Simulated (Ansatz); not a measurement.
**SiCl2 (SMILES Cl[Si]Cl): levels of theory compared**

Aim: a comparison of 5 runs (UHF/STO-3G, B3LYP/STO-3G, UPBE/STO-3G, UPBE0/STO-3G, CCSDT(Q)/STO-3G) of SiCl2. 

The results are computed with Ansatz 0.2.0.

39 further runs of the same task are left out: 4 that didn't finish, 35 set aside as unsound or not needed.

## 1. The structure to begin with

SiCl2 has 3 atoms, charge 0, and is taken as a singlet. As SMILES, `Cl[Si]Cl`. The Cl3–Si1 distance was set to 4.104 Å, away from the relaxed value. At this shape a bond of the SMILES string is far longer than usual.

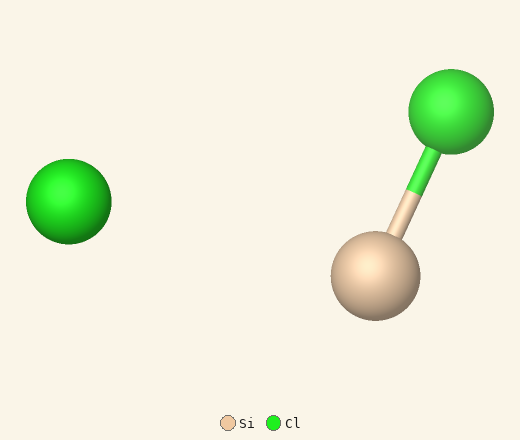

The structure, seen from a chosen angle (silicon light orange, chlorine green).

## 2. A single-point energy at UHF/STO-3G (run 1)

in.yaml reads:

```yaml
crystal:
  periodic: [false, false, false]
  atoms:
    - {symbol: Si, position_ang: [1.597068, -0.039790, -2.163965]}
    - {symbol: Cl, position_ang: [3.173558, -0.051780, -0.850545]}
    - {symbol: Cl, position_ang: [-1.586770, 0.025890, 0.425270]}
basis:
  gaussian: {orbitals: STO-3G}
magnetization: {spin_polarized: true, initial_magnetization: 0}
hamiltonian: {xc: hf}
accuracy: high
```

Run with:

```console
ansatz run in.yaml --threads 1 --pin off --max-ram 2610MiB --events-out events.jsonl --progress --plain --runs-dir runs
```

The log of the run:

```text
Warning: RAYON_NUM_THREADS=1 ignored (pool sized by the plan → 1); use --threads N
Functional definition: HF
  name "HF"
  exchange = exact_x
  correlation = 0
442 factors; integrals over basis functions are off by at most 2.0e-8 eV
mean field evaluation 1: about -32505.0589 eV, gradient 1.1e1 eV
mean field evaluation 2: about -32505.0800 eV, gradient 1.1e1 eV
mean field evaluation 4: about -32506.9267 eV, gradient 2.0e0 eV
mean field evaluation 8: about -32507.3756 eV, gradient 8.4e-3 eV
mean field evaluation 16: about -32507.3399 eV, gradient 9.4e-1 eV
mean field evaluation 32: about -32509.5848 eV, gradient 5.7e-3 eV
mean field evaluation 64: about -32507.4406 eV, gradient 1.5e0 eV
mean field evaluation 96: about -32509.5938 eV, gradient 1.5e-3 eV
mean field evaluation 128: about -32509.5718 eV, gradient 2.3e-2 eV
mean field evaluation 160: about -32509.5643 eV, gradient 7.5e-1 eV
mean field evaluation 192: about -32509.5728 eV, gradient 3.6e-1 eV
mean field evaluation 224: about -32509.5906 eV, gradient 7.9e-2 eV
mean field evaluation 256: about -32509.5735 eV, gradient 4.3e-2 eV
mean field evaluation 288: about -32509.5834 eV, gradient 4.4e-1 eV
mean field evaluation 320: about -32509.5727 eV, gradient 4.3e-2 eV
mean field evaluation 352: about -32509.5616 eV, gradient 5.8e-1 eV
mean field evaluation 384: about -32509.5841 eV, gradient 2.8e-3 eV
mean field -32509.59381321 eV, -1194.7055368413 hartree, gradient 1.8e-8 eV, S^2 1.002664; 10 other end points of the search recorded, 0 dependent functions left out
reference -32509.59381321 eV, -1194.7055368413 hartree; 24, 24 occupied and 3, 3 virtual orbitals, 442 factors
Total energy: -32509.59381321 eV, -1194.7055368413 hartree
```

It took 1.8 s on 1 thread of Arm Neoverse V1, shared host.

## 3. The energy at B3LYP/STO-3G (run 2)

job.yaml reads:

```yaml
crystal:
  periodic: [false, false, false]
  atoms:
    - {symbol: Si, position_ang: [1.597068, -0.039790, -2.163965]}
    - {symbol: Cl, position_ang: [3.173558, -0.051780, -0.850545]}
    - {symbol: Cl, position_ang: [-1.586770, 0.025890, 0.425270]}
basis:
  gaussian:
    orbitals: STO-3G
hamiltonian:
  xc: {name: B3LYP}
accuracy: high
```

Run with:

```console
ansatz run job.yaml --threads 1 --pin off --max-ram 2610MiB --events-out events.jsonl --progress --plain --runs-dir runs
```

The log of the run, shortened:

```text
Warning: RAYON_NUM_THREADS=1 ignored (pool sized by the plan → 1); use --threads N
Functional definition: B3LYP
  name "B3LYP"
[...]
442 factors; integrals over basis functions are off by at most 2.0e-8 eV
[...]
mean field -32555.65314185 eV, -1196.3981859488 hartree, gradient 2.4e-8 eV, S^2 0.000000; 10 other end points of the search recorded, 0 dependent functions left out
reference -32555.65317314 eV, -1196.3981870986 hartree; 24, 24 occupied and 3, 3 virtual orbitals, 442 factors
Total energy: -32555.65317314 eV, -1196.3981870986 hartree
```

It took 3.9 s on 1 thread of Arm Neoverse V1, shared host; peak memory 0.099 GiB.

Runs 3 to 4 aren't shown in full; the table further down has their settings and results.

## 4. The energy at CCSDT(Q)/STO-3G (run 5)

run.yaml reads:

```yaml
crystal:
  periodic: [false, false, false]
  atoms:
    - {symbol: Si, position_ang: [1.597068, -0.039790, -2.163965]}
    - {symbol: Cl, position_ang: [3.173558, -0.051780, -0.850545]}
    - {symbol: Cl, position_ang: [-1.586770, 0.025890, 0.425270]}
basis:
  gaussian:
    orbitals: STO-3G
correlation:
  method: ccsdt_q
  frozen_orbitals: {Cl: 5, Si: 5}
accuracy: high
scf:
  omitted_lower_state_checks: [cluster_reference, increment]
```

Run with:

```console
ansatz run run.yaml --threads 1 --pin off --max-ram 2610MiB --events-out events.jsonl --progress --plain --runs-dir runs
```

The log of the run:

```text
Warning: RAYON_NUM_THREADS=1 ignored (pool sized by the plan → 1); use --threads N
[... 13 lines left out ...]
15 core orbitals not correlated: weight in the atoms' cores, before any rotation towards them, 1.000 or more for the frozen orbitals, at most 0.000 for the correlated occupied ones
[... 130 lines left out ...]
WARN: these amplitudes may be one of several solutions (largest doubles amplitude 1.29, level shift 9.65 eV)
Total energy: -32510.41508565 eV, -1194.7357180468 hartree
Checks for a lower state left out: cluster_reference, increment
```

Wall time 1.3 s (1 thread of Arm Neoverse V1, shared host).

## 5. All runs side by side

```tsv
run	level	frozen core orbitals	energy (Eh)	⟨S²⟩	wall time
1	UHF/STO-3G	–	-1194.705537	1.003	1.8 s
2	B3LYP/STO-3G	–	-1196.398187	–	3.9 s
3	UPBE/STO-3G	–	-1195.862913	0.515	18 s
4	UPBE0/STO-3G	–	-1196.036530	0.635	8.7 s
5	CCSDT(Q)/STO-3G	15	-1194.735718	–	1.3 s
```

## 6. What came out

| quantity | value |
| --- | --- |
| run 5: total energy | -1194.73572 Eh |
| run 5: correlation energy (15 core orbitals frozen) | -111.8 mEh |
| run 5: T1 diagnostic | 0.175 |

What this shows: Totals of different functionals can't be ranked against each other. In run 5 the log says that unrestricted orbitals would lower the reference, so the values rest on an unstable closed-shell determinant (other closed-shell runs at this shape may share the fault). In runs 1, 2, 3, 4, 5 the basis is minimal, so the values are rough. In run 2 a closed-shell determinant meets a far-stretched bond, which it describes badly. Spin contamination of the reference: run 1 ⟨S²⟩ = 1.00, run 4 ⟨S²⟩ = 0.64, run 3 ⟨S²⟩ = 0.52. Where it is this large, the reference is a mixture of spin states, and values that rest on it are in doubt. All runs together took 33 s, the longest 18 s.
